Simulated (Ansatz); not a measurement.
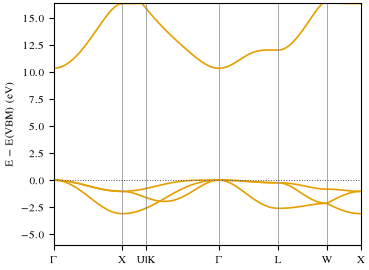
*Band structure from plane-wave PAW r²SCAN (Ansatz code)*

Read off the gap and where the band edges lie.

About 10.3 eV (10.33 eV by a search for the band edges); maximum on the K–Γ line, 86 % of the way from K, minimum at Γ.

The material is LiF (rock salt, space group No. 225).

Space group Fm-3m (rock salt). Symmetry was held in the r²SCAN relaxation.

Potentials: the later of the program's two PAW sets.
